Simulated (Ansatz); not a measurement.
WSe2 (2H-MoS2 type, space group P6_3/mmc): sliding energy surface of a bilayer

Interlayer sliding in a free bilayer taken from bulk WSe2 (2H-MoS2 type, space group P6_3/mmc): the upper half of the atoms below is shifted in the plane.

```xyz
6
Lattice="3.2305 0.0000 0.0000 1.6153 2.7977 0.0000 0.0000 0.0000 24.5679" Properties=species:S:1:pos:R:3 pbc="T T T"
Se     1.6153     0.9326     7.4909
W      3.2305     1.8651     9.1735
Se     1.6153     0.9326    10.8566
Se     3.2305     1.8651    13.7113
W      1.6153     0.9326    15.3944
Se     3.2305     1.8651    17.0770
```

In-plane vectors a = (3.231, 0.000) Å, b = (1.615, 2.798) Å, area 9.04 Å². The shift is x·a + y·b, and the map repeats with period 1 in x and y. Atoms relax along the normal only. γ = [E(shift) − E(0)] / area.

These are PBEsol-D3(BJ) (plane waves to 420 eV, PAW, scalar-relativistic; Ansatz, a first-principles code) values and carry that method's errors. k mesh 12×12×1 (Γ-centred), Fermi-Dirac smearing 0.05 eV. E is the zero-smearing estimate. Forces were relaxed to 0.02 eV/Å only, which leaves the soft interlayer gap uncertain by some hundredths of an Å. Spin-orbit coupling is left out, though W is heavy. WSe2 is run without spin polarisation. WSe2 was relaxed with its symmetry unable to fall. γ is measured from zero shift.

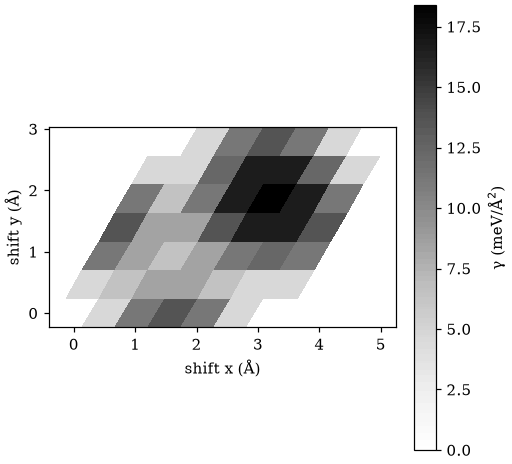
γ (meV/Å²) over one surface cell, drawn in its true shape from a 6×6 grid (a along the lower edge).

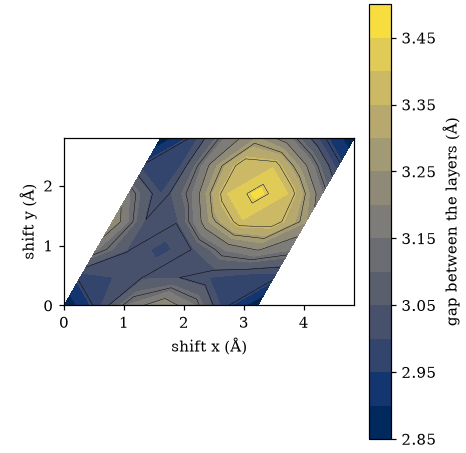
Figure. Gap between the layers (Å) over one surface cell, drawn in its true shape from a 6×6 grid (a along the lower edge).

The highest γ on the easiest grid path from zero shift to a (an upper estimate of the barrier on so coarse a grid) comes out as 136 mJ/m². Stacking at the highest point: Se above Se. Highest place on the grid: x = 0.667, y = 0.667 (295 mJ/m²). Lowest place on the grid: x = 0.000, y = 0.000 (0 mJ/m²). Local minima besides zero shift: (x, y) = (2/6, 2/6) at 104 mJ/m².

(The slope of γ gives the shear force per area between the displaced halves; near zero shift its curvature is an elastic stiffness.)
